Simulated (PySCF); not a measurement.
# C₂H₉ClSSi₃: electronic excitations

Wanted: the electronic excitations of C₂H₉ClSSi₃ (`CS[Si@@H]1C[SiH2][Si@H]1Cl`), by calculation.

Computed with PySCF 2.14.0, with density-fitted response routines of our own, on a single molecule in the gas phase. Atoms are numbered from 0 throughout.

## Step 1: The molecule as given

16 atoms, charge 0, multiplicity 1; geometry from: GFN2-xTB.

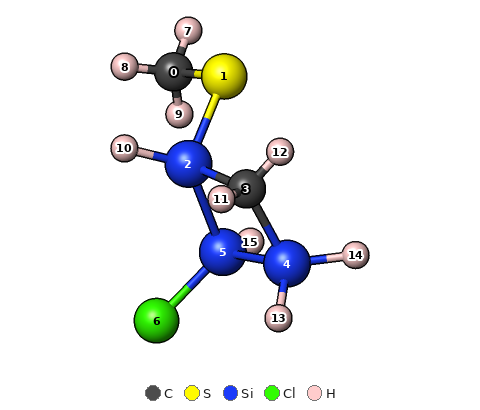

As it starts; carbon dark grey, sulfur yellow, silicon blue, chlorine green, hydrogen pink, atoms numbered.

## Step 2: Ultraviolet spectrum: CAM-B3LYP/def2-SVPD

The job: settings as JSON, then the geometry in Å.

```
{"job": {"kind": "uv", "xc": "CAM-B3LYP", "basis": "def2-SVPD", "nstates": 8, "ntriplets": 3}, "charge": 0, "multiplicity": 1}
C      3.051433     0.095933     0.224781
S      1.814140    -0.913011    -0.645289
Si     0.166358    -0.653398     0.729027
C     -1.404241    -1.335420    -0.153410
Si    -2.465662     0.241012    -0.502596
Si    -0.775546     1.494881     0.559281
Cl    -1.248834     2.411991     2.325530
H      3.942791     0.110992    -0.393389
H      3.277777    -0.353102     1.187302
H      2.672521     1.105485     0.356708
H      0.561312    -1.397403     1.932865
H     -1.933095    -2.041981     0.483068
H     -1.162795    -1.885320    -1.060511
H     -3.796076     0.136416     0.108893
H     -2.682550     0.454513    -1.936335
H     -0.025132     2.537357    -0.157402
```

With the program's defaults for keys left out, this is: TDDFT CAM-B3LYP/def2-SVPD, vertical, gas phase, core orbitals frozen in the response.

Run with:

```sh
> OMP_NUM_THREADS=1 python probes_run.py task.json out
```

The driver reads the jobs from task.json and runs them one after another.

Predict these results of the whole session: lowest singlet (CAM-B3LYP/def2-SVPD); brightest single state of those computed; lowest triplet.

**Answer**, as computed:

| quantity | value |
| --- | --- |
| lowest singlet (CAM-B3LYP/def2-SVPD) | 4.48 eV (277 nm), f = 0.013 |
| brightest single state of those computed | state 5, 6.03 eV, f = 0.108 |
| lowest triplet | 4.01 eV |

The lowest singlet, at 4.48 eV, is HOMO→LUMO 0.87 and is weak; of the 8 states computed, the strongest absorption comes from state 5 at 6.03 eV. The lowest triplet lies 0.46 eV below the lowest singlet (triplets in Tamm-Dancoff, singlets in full TDDFT).
